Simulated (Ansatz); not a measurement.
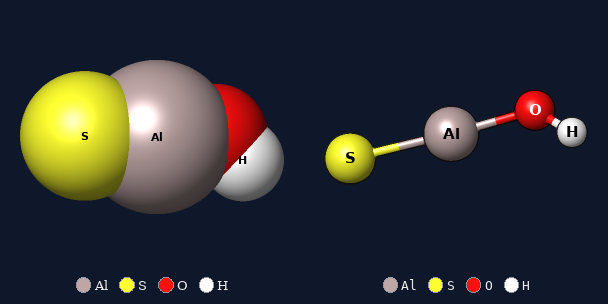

Two views of one molecule.

The computed structure is the end point of a PBE0-D4/def2-TZVP optimisation.

What does the picture show?

The molecule is AlHOS. All atoms lie on one plane. Coordination: 1 Al linear; 1 O bent.

The parts below concern this one geometry. Atoms keep their numbers from picture to picture.

## Geometry

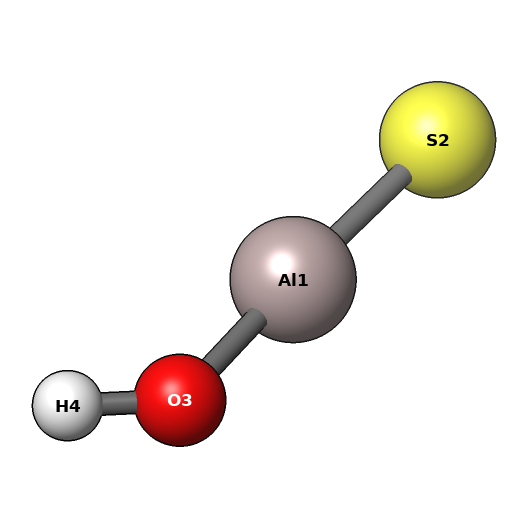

Numbered structure.

What are the angles S2–Al1–O3, Al1–O3–H4?

```
    angle  degrees
S2–Al1–O3    177.5
Al1–O3–H4    132.5
```

## Electronic properties

Level of theory: RKS PBE0-D4/def2-TZVPP (Ansatz 0.2.0).

Predict the main results.

- HOMO energy (Kohn–Sham orbital): −6.99 eV
- LUMO energy (Kohn–Sham orbital): −2.08 eV
- HOMO–LUMO gap: 4.91 eV

## Vibrations

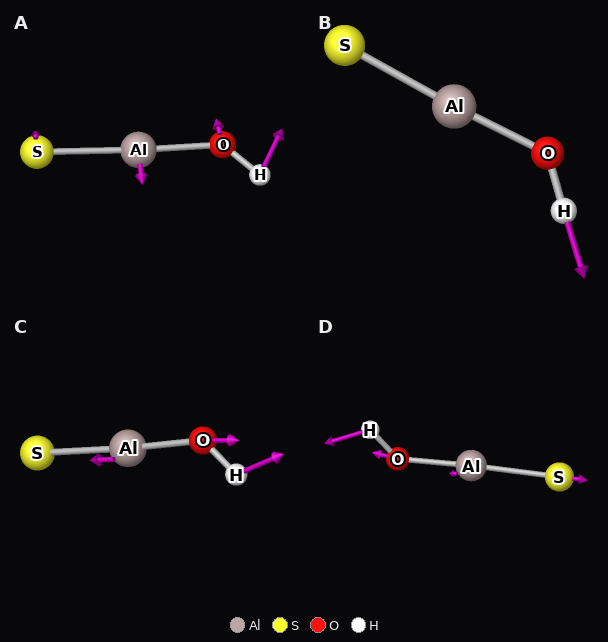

4 normal modes of one molecule or complex, as arrows. Harmonic vibrations computed with RKS PBE0-D4/def2-TZVP (Ansatz 0.2.0) at a stationary point of the same level.

Match the panels to the wavenumbers 177 cm⁻¹, 568 cm⁻¹, 991 cm⁻¹, 3990 cm⁻¹.

Answer. A: 177 cm⁻¹
B: 3990 cm⁻¹, O–H stretching
C: 991 cm⁻¹, Al–O stretching
D: 568 cm⁻¹

## Charges

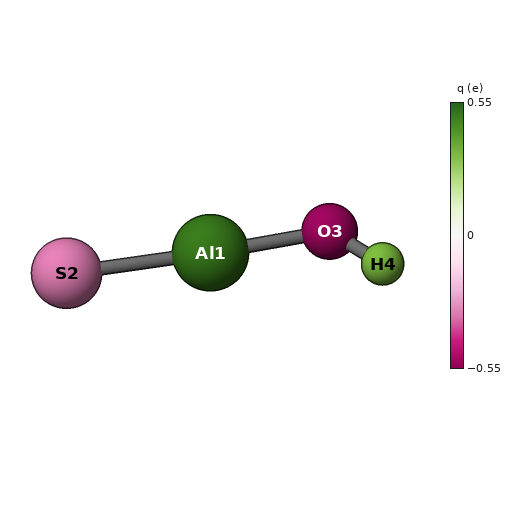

Atoms are coloured by their Mulliken charges. Method: RKS PBE0-D4/def2-TZVP (Ansatz 0.2.0).

Which atom carries the highest charge (most positive or least negative)?

Answer. Al1 (0.50 e).

And the lowest?

Answer. O3 (−0.52 e).

List the Mulliken charges.

| atom | value (e) |
| --- | --- |
| Al1 | 0.50 |
| S2 | −0.32 |
| O3 | −0.52 |
| H4 | 0.34 |

Mulliken values depend strongly on the basis set and can even reverse the polarity of a bond.
